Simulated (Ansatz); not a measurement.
Nudged elastic band, with input and output: CH$_{6}$BFOSi (part 2 of 2)

The same run, continued: CH$_{6}$BFOSi; RKS r2SCANh-D4/def2-SVP (Ansatz 0.2.0). The run did not end well. One setting was made poor on purpose. It belongs to a series of runs on one base structure; here: band between the two ends.

Geometry of the input (Å):
```
O  0.0982  1.3158  1.0206
C  0.2161  0.0436  0.5551
Si -1.2138  -0.4212  -0.6107
B  1.6746  -0.0510  -0.2256
F  1.8675  0.7798  -1.3794
H  -0.6618  1.3488  1.6997
H  0.2677  -0.6605  1.4176
H  -2.4186  -0.3211  0.1218
H  -1.2051  0.5169  -1.6996
H  -0.9818  -1.7972  -1.0542
H  2.4224  -0.8108  0.1754
```

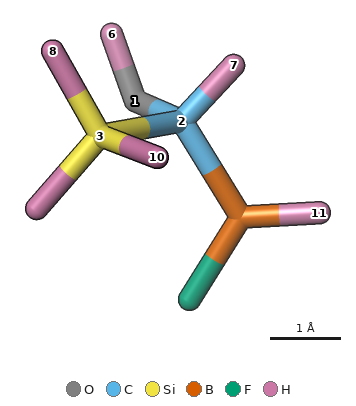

Fig. 1: The input geometry (stick view, seen at a tilt; atoms are numbered from 1 in the order of the input).

```
Unfinished report: {"positions_ang":[[0.05081502221989867,1.2393229970201478,1.227926815461837],[0.20563814289097626,0.12864080407614903,0.4736791852133757],[-1.2443803974568242,-0.3645231371187967,-0.6528545729606021],[1.6956957070681433,-0.018608391115744173,-0.14654371736685062],[1.8870727457283234,0.44431317441290546,-1.4751903077169533],[-0.8325594903422796,1.2029875342581118,1.7142260404642446],[2.737786026186706,0.3918627517092315,0.23404648243250015],[-2.4473294504024232,-0.2979100883102678,0.11918488467986607],[-1.2868735448683866,0.5967402877330076,-1.7352143535995554],[-1.0078066885581956,-1.7332281903423565,-1.1320220863350068],[2.29946192753406,-0.8962897323223874,0.3158456197271443]],"unchecked":["starts","cluster_reference","orbital_swaps","neighbouring_geometries","increment"],"mean_field":{"relativity":"none","state":{"energy":{"ev":-14437.375369955013,"hartree":-530.563758841343},"converged":true,"gradient_ev":0.000024445855392225033,"stability":{"kind":"minimum","curvature_ev":43.22508010690724},"curvature_floor_ev":0.00030000000000000003,"spin_squared":-1.7763568394002505e-14},"others":[],"fillings":{"estimated":0,"unestimated":0,"tried":0,"untried":0,"excluded_magnetic_sites":0},"n_dropped_functions":0,"n_trapped_functions":0,"passes":{"evaluations":4,"products":27},"factors":{"origin":"Cholesky decomposition","count":1110,"bound_ev":0.0008961719100914502},"gradient_stop_ev":0.00009,"reference_kind":"stationary","functional":{"name":"r2SCANh","citations":["Bursch, Neugebauer, Ehlert & Grimme, J. Chem. Phys. 156, 134105 (2022) doi:10.1063/5.0086040","Furness, Kaplan, Ning, Perdew & Sun, J. Phys. Chem. Lett. 11, 8208 (2020) doi:10.1021/acs.jpclett.0c02405","Furness, Kaplan, Ning, Perdew & Sun, J. Phys. Chem. Lett. 11, 9248 (2020) doi:10.1021/acs.jpclett.0c03077"],"text":"name \"r2SCANh\"\ncite \"Bursch, Neugebauer, Ehlert & Grimme, J. Chem. Phys. 156, 134105 (2022) doi:10.1063/5.0086040\"\ncite \"Furness, Kaplan, Ning, Perdew & Sun, J. Phys. Chem. Lett. 11, 8208 (2020) doi:10.1021/acs.jpclett.0c02405\"\ncite \"Furness, Kaplan, Ning, Perdew & Sun, J. Phys. Chem. Lett. 11, 9248 (2020) doi:10.1021/acs.jpclett.0c03077\"\nparent r2scan\nparameter a = 0.1\nparameter k0 = 0.174\nparameter k1 = 0.065\nparameter a1 = 4.9479\nexchange = (1 - a)*r2scan_x(k0 = k0, k1 = k1, a1 = a1) + a*exact_x\ncorrelation = r2scan_c\n","parameters":{"a":{"value":0.1,"default":0.1},"a1":{"value":4.9479,"default":4.9479},"k0":{"value":0.174,"default":0.174},"k1":{"value":0.065,"default":0.065}},"final_grid":{"core_spheres":27.0,"valence_spheres":18.0,"degree":36.0},"final_grid_parameter_source":"default","radial_points_factor":1.0,"radial_grid_error_ev":0.000041385874577579476,"grid_sensitivity":"normal","grid_sensitivity_ratio":0.0037923249998930045},"unsmoothed_excess_ev":-9.788112141839607e-6,"symmetry":{"irreps":["A"],"axes":[[0.9943933073828953,0.045261923424043206,-0.09556834475945805],[-0.04691067771118151,0.9987853244805175,-0.015075275089526333],[0.09476992428394276,0.019473928476383084,0.9953087096780137]],"occupied":[{"A":24},{"A":24}]},"held":{"pivots":1109,"left_out":0,"joined":1},"density_repulsion":{"missed_ev":0.000019595724653142496,"excess_ev":2.4506253108668404e-8,"most_excess_ev":0.0001296,"are_drawn_again":false,"n_first_factors":1110,"energy_change_ev":0.0,"n_dropped_ends":0}},"factors":{"origin":"Cholesky decomposition","count":1110,"bound_ev":0.0008961719100914502},"n_frozen":0,"n_occupied":[24,24],"n_virtual":[80,80],"reference":{"ev":-14437.375369955013,"hartree":-530.563758841343},"dispersion":{"energy":{"ev":-0.054778953560137254,"hartree":-0.002013089412826727},"switches_in_reach":[]},"total":{"ev":-14437.430148908572,"hartree":-530.5657719307558},"forces_ev_per_angstrom":[[-1.370521692748911,-1.9663840724533288,1.6272073343033777],[2.1559529076108332,2.363548726693286,-2.0150981174832534],[0.9957412299348519,-0.6954233697585422,0.3244077987657608],[-1.775930702337055,2.0862174817860204,-1.0927953335080092],[-1.2902767077545316,-1.6139428021142153,-0.33021558322301753],[1.1858258955550585,0.305907383053515,-0.8127448163145989],[1.0333909246295816,1.6535902976569556,1.981662721214809],[-1.1466847112830754,0.0889047666667001,0.6606484283151913],[-0.0560266845105106,0.5458340342391635,-0.5823799525728715],[0.00621702268252825,-0.2536656346317215,-0.1782589091857908],[0.2623125182202499,-2.514586811137851,0.41756642968373486]],"charge_distribution":{"dipole_moment_e_ang":[-0.8549784352779457,-0.09825843124900532,0.5099431845021],"mulliken_charges_e":[-0.18089943321128388,-0.14527519782867238,0.40890146024137586,0.17488472145317502,-0.235698451773942,0.2219368776946734,-0.0437603758232199,-0.08806225426056025,-0.027406826027305264,-0.05298855021875859,-0.03163197024548858],"lowdin_charges_e":[0.23577540505760908,-0.04042634884282226,0.362765200584807,-0.5785313784331043,0.10788898227722932,0.037021817136956514,0.022174727374771663,-0.08114058676630331,-0.048978650881647656,-0.05898225549967839,0.0424330879921434]},"n_threads":2,"memory_gib":2.556818182580173,"seconds":{"hamiltonian":1.925199007,"orbitals":0.0,"second_order":0.0,"solver_start":0.0,"cycles":0.0,"cycle":0.0,"perturbative":0.0,"full_ci_increment":0.0,"forces":0.0}}
this run last wrote the band of iteration 60 to [file]
Error: NEB band did not converge after 60 iterations: max|band force component| = 2.66e0 eV/Å (threshold 3.0e-2); raise `neb.max_iterations` in a new run, which can start from the last band evaluated (`neb.initial_path`, with `crystal.atoms` and `neb.final_atoms` set to its first and last images), add images, or start from endpoints closer to local minima. Where this run's directory can be resumed (`checkpoint.write`), a resume goes on for up to `neb.max_iterations` more; to start a new run from the last band, take its images' positions from the `neb_iteration` event of iteration 60 (`data.images[].positions_ang`), in the event stream of the run that computed that iteration (not this run's, if it was resumed behind it). With `checkpoint.write`, `steps/00-neb/state/checkpoint.json` in the run directory holds the last saved band, under `neb.evaluated.images[].positions_ang` (a band under a hybrid functional on support functions is neither saved nor resumed: `neb.initial_path` says where its path is): check the last entry of `neb.iterations` there, which is earlier than 60 if that iteration was not saved or its write failed. If the band's step has no `state` directory and holds `state.next`, a write was cut short, and the file is under `state.next` instead (behind a loss of power it can be under `state.prev`)
this run wrote the band of iteration 60 to [file] as well, whether or not its events were kept: a new run's `neb.initial_path` can list its `images[].positions_ang`
a run's events are kept only if it was started with --events-out <file>, and are in that file
```

The last band as extended XYZ (Å, eV, eV/Å):
```
11
Properties=species:S:1:pos:R:3:forces:R:3 image=0 energy=-14440.53139
O     0.0982    1.3158    1.0206   -2.1925   2.8699   2.4574
C     0.2161    0.0436    0.5551    1.8254  -2.0593  -1.0611
Si   -1.2138   -0.4212   -0.6107    1.6086  -0.3545   0.1648
B     1.6746   -0.0510   -0.2256   -2.9014   2.9200  -2.2596
F     1.8675    0.7798   -1.3794   -0.2027  -2.2232   3.0886
H    -0.6618    1.3488    1.6997    1.7598   0.0438  -1.6899
H     0.2677   -0.6605    1.4176    0.0555  -0.3045  -0.3490
H    -2.4186   -0.3211    0.1218   -1.5035   0.0924   0.8273
H    -1.2051    0.5169   -1.6996   -0.1048   0.5858  -0.8589
H    -0.9818   -1.7972   -1.0542   -0.1005  -0.5488  -0.3305
H     2.4224   -0.8108    0.1754    1.7562  -1.0216   0.0109
11
Properties=species:S:1:pos:R:3:forces:R:3 image=1 energy=-14441.46306
O     0.0246    1.3548    1.1726    0.0096   0.0090  -0.0171
C     0.3053    0.0832    0.6247   -0.0121   0.0018  -0.0132
Si   -1.0979   -0.5152   -0.5526   -0.0111   0.0028   0.0018
B     1.5529    0.0912   -0.2958    0.0300  -0.0080   0.0335
F     2.1356    1.2282   -0.6322   -0.0019  -0.0191  -0.0267
H    -0.8149    1.3081    1.6413    0.0120   0.0151  -0.0033
H     0.4361   -0.7162    1.3852   -0.0290  -0.0033   0.0026
H    -2.3628    0.0898   -0.0415   -0.0146  -0.0326   0.0234
H    -0.8798   -0.0456   -1.9509   -0.0196   0.0357   0.0074
H    -1.2173   -2.0008   -0.5543    0.0313  -0.0041  -0.0266
H     1.9836   -0.9344   -0.7757    0.0054   0.0027   0.0182
11
Properties=species:S:1:pos:R:3:forces:R:3 image=2 energy=-14440.48492
O    -0.1007    1.0482    1.5030    0.1227   0.5692  -0.2016
C     0.3472   -0.0180    0.7045    0.3771  -0.0587   0.2335
Si   -1.0651   -0.5164   -0.5479    0.2336  -0.2370   0.2677
B     1.4429    0.2089   -0.3391   -0.3735   0.4863  -0.7514
F     1.7291    1.3945   -0.8229    0.6362   0.3985  -0.2738
H    -1.0107    0.8966    1.7706    0.1267  -0.1368   0.1430
H     1.2015   -0.5742    1.2433   -1.7280  -0.9434   0.2644
H    -2.0099    0.6567   -0.5697    0.3411  -0.1290   0.2253
H    -0.5668   -0.6262   -1.9571    0.0936  -0.1299   0.1803
H    -1.8806   -1.7154   -0.2297    0.0143  -0.1734   0.0514
H     1.9784   -0.8117   -0.7342    0.1562   0.3543  -0.1388
11
Properties=species:S:1:pos:R:3:forces:R:3 image=3 energy=-14439.39240
O    -0.1501    0.6472    1.6604    0.0006  -0.0560   0.0207
C     0.1195    0.0282    0.5562   -0.0022   0.0015  -0.0326
Si   -1.2505   -0.3479   -0.7198   -0.0172  -0.0012  -0.0238
B     1.6448   -0.1180    0.0899    0.0067  -0.0168   0.0497
F     1.2941    1.1202   -0.6687   -0.0116   0.0038  -0.0129
H    -1.0681    0.9670    1.7086    0.0068  -0.0056  -0.0130
H     2.4212    0.0815    0.9996    0.0885   0.0639  -0.0232
H    -2.2640    0.7475   -0.6564   -0.0093   0.0139  -0.0034
H    -0.6763   -0.5256   -2.0682   -0.0045   0.0116  -0.0137
H    -1.8861   -1.6045   -0.2256    0.0043   0.0053  -0.0041
H     1.8808   -1.0525   -0.6554   -0.0621  -0.0205   0.0562
11
Properties=species:S:1:pos:R:3:forces:R:3 image=4 energy=-14440.80862
O    -0.1383    0.0839    1.7231   -0.0125  -0.7351   0.1322
C     0.2706   -0.1584    0.3693    0.1885  -0.2364  -0.2758
Si   -1.2260   -0.3756   -0.7514    0.0447  -0.0569  -0.0522
B     1.6121    0.5194    0.0721   -0.0581   0.8562   0.0145
F     1.7812    1.1812   -1.0539    0.5937   0.0992  -0.4434
H    -0.7481    0.8366    1.6822    0.3573  -0.2191  -0.0194
H     2.5134    0.3502    0.8626    0.1071   0.3260  -0.1592
H    -2.1631    0.7865   -0.6601    0.1209   0.0297   0.0042
H    -0.7680   -0.5782   -2.1507   -0.0867  -0.0173  -0.1214
H    -1.9536   -1.5768   -0.2512   -0.0543   0.0048  -0.0936
H     0.8853   -1.1258    0.1787   -1.2006  -0.0509   1.0141
11
Properties=species:S:1:pos:R:3:forces:R:3 image=5 energy=-14441.40249
O    -0.0889    0.2192    1.7291    0.0040   0.0210  -0.0126
C     0.3179   -0.1927    0.4309   -0.0207   0.0205   0.0218
Si   -1.1389   -0.2326   -0.7922   -0.0166   0.0245  -0.0064
B     1.5770    0.6220   -0.0033    0.0393  -0.0768  -0.0025
F     1.9556    0.6006   -1.2744    0.0033  -0.0355  -0.0263
H    -0.8947   -0.2468    1.9707   -0.0053  -0.1214   0.0350
H     2.2736    1.2062    0.7884   -0.0364   0.1164  -0.0201
H    -1.7922    1.1015   -0.8934    0.0383   0.0379  -0.0127
H    -0.7192   -0.7104   -2.1386    0.0050  -0.0090   0.0042
H    -2.1423   -1.1841   -0.2214   -0.0045   0.0244  -0.0015
H     0.7176   -1.2397    0.4249   -0.0063  -0.0020   0.0211
11
Properties=species:S:1:pos:R:3:forces:R:3 image=6 energy=-14441.37807
O     0.0013    0.3377    1.7596   -0.0015   0.0022  -0.0022
C     0.3854   -0.2408    0.5235    0.0089   0.0023  -0.0058
Si   -1.0449   -0.1848   -0.7744   -0.0134  -0.0024  -0.0003
B     1.5471    0.5386   -0.1550    0.0108   0.0013   0.0078
F     2.2711   -0.0989   -1.0700   -0.0126   0.0288  -0.0073
H    -0.7721   -0.1248    2.0965    0.0002  -0.0147  -0.0054
H     1.7930    1.7018    0.0526    0.0079  -0.0091   0.0218
H    -1.9542    0.9281   -0.3846    0.0088   0.0143  -0.0166
H    -0.5401    0.0463   -2.1591    0.0052  -0.0314  -0.0053
H    -1.8087   -1.4668   -0.7554   -0.0160   0.0043   0.0229
H     0.6855   -1.3058    0.6176    0.0016   0.0044  -0.0096
11
Properties=species:S:1:pos:R:3:forces:R:3 image=7 energy=-14441.42268
O     0.0821    0.6960    1.6393    0.0005   0.0153  -0.0059
C     0.4126   -0.1787    0.5740   -0.0280   0.0315  -0.0125
Si   -0.9811   -0.2077   -0.7626   -0.0117  -0.0198  -0.0041
B     1.6010    0.3701   -0.2616    0.0379  -0.0245   0.0358
F     2.2565   -0.4696   -1.0582   -0.0269   0.0113  -0.0295
H    -0.7348    0.3872    2.0442   -0.0050   0.0313  -0.0129
H     1.9020    1.5391   -0.2848    0.0317  -0.0405   0.0215
H    -2.2550    0.1635   -0.0814   -0.0111  -0.0411   0.0163
H    -0.7072    0.7956   -1.8328   -0.0240   0.0235   0.0155
H    -1.1067   -1.5527   -1.3900    0.0222  -0.0029  -0.0250
H     0.5919   -1.2244    0.8956    0.0143   0.0160   0.0008
11
Properties=species:S:1:pos:R:3:forces:R:3 image=8 energy=-14440.89510
O     0.0792    0.9928    1.4454    0.3730  -0.1633  -0.3883
C     0.4105    0.0686    0.4239    0.2815  -0.2729   0.1926
Si   -1.0731   -0.3418   -0.7095    0.5360   0.1953   0.2725
B     1.7873    0.2191   -0.2576   -0.9953   2.3733  -0.6739
F     1.8958   -0.2086   -1.5117    0.3805  -0.7734  -0.0023
H    -0.8277    0.8488    1.7411    0.1858  -0.2828   0.0119
H     2.6421    0.9472    0.1802    0.3478  -0.4922   0.2627
H    -2.2755   -0.4672    0.1753    0.0261   0.0085  -0.0831
H    -1.1981    0.8638   -1.5781   -0.2043  -0.1108  -0.0443
H    -0.8958   -1.5754   -1.5204   -0.0071   0.0014   0.0053
H     1.0149   -0.8417    0.8239   -0.9241  -0.4832   0.4468
11
Properties=species:S:1:pos:R:3:forces:R:3 image=9 energy=-14437.43014
O     0.0508    1.2393    1.2279   -1.3705  -1.9664   1.6272
C     0.2056    0.1286    0.4737    2.1560   2.3635  -2.0151
Si   -1.2444   -0.3645   -0.6529    0.9957  -0.6954   0.3244
B     1.6957   -0.0186   -0.1465   -1.7759   2.0862  -1.0928
F     1.8871    0.4443   -1.4752   -1.2903  -1.6139  -0.3302
H    -0.8326    1.2030    1.7142    1.1858   0.3059  -0.8127
H     2.7378    0.3919    0.2340    1.0334   1.6536   1.9817
H    -2.4473   -0.2979    0.1192   -1.1467   0.0889   0.6606
H    -1.2869    0.5967   -1.7352   -0.0560   0.5458  -0.5824
H    -1.0078   -1.7332   -1.1320    0.0062  -0.2537  -0.1783
H     2.2995   -0.8963    0.3158    0.2623  -2.5146   0.4176
11
Properties=species:S:1:pos:R:3:forces:R:3 image=10 energy=-14435.21111
O     0.0982    1.3158    1.0206   -1.2112  -0.7782   3.4072
C     0.2161    0.0436    0.5551    2.1115   1.2067  -4.0173
Si   -1.2138   -0.4212   -0.6107    1.3669  -0.7262   0.8855
B     1.6746   -0.0510   -0.2256   -4.2350   3.1176  -0.7585
F     1.8675    0.7798   -1.3794   -1.3248  -2.1014  -0.7142
H    -0.6618    1.3488    1.6997    1.1913   0.2367  -1.3526
H     2.7578    0.2773    0.0706    2.4886   1.5677   2.5805
H    -2.4186   -0.3211    0.1218   -1.6067   0.1165   0.7308
H    -1.2051    0.5169   -1.6996   -0.0788   0.6745  -0.8582
H    -0.9818   -1.7972   -1.0542    0.0024  -0.4159  -0.2781
H     2.4224   -0.8108    0.1754    1.2958  -2.8980   0.3749
```

Outcome:

```tsv
quantity	value
outcome	not converged
barrier, forward (band not converged)	3.101 eV
barrier, backward	−2.219 eV
hardware	2 threads of Intel Xeon (Granite Rapids), 16 GiB of memory available, shared host
wall time	16 min (CPU time 31 min)
peak memory	0.3 GiB
```

The run did not converge: “NEB band did not converge after 60 iterations: max|band force component| = 2.66e0 eV/Å (threshold 3.0e-2); raise `neb.max_iterations` in a new run, which can start from the last band evaluated (`neb.initial_path`, with `crystal.atoms` and `neb.final_atoms` set to its first and last images), add images, or start from endpoints closer to local minima …” Its last values are not results. A deliberately poor setting: ends not relaxed.
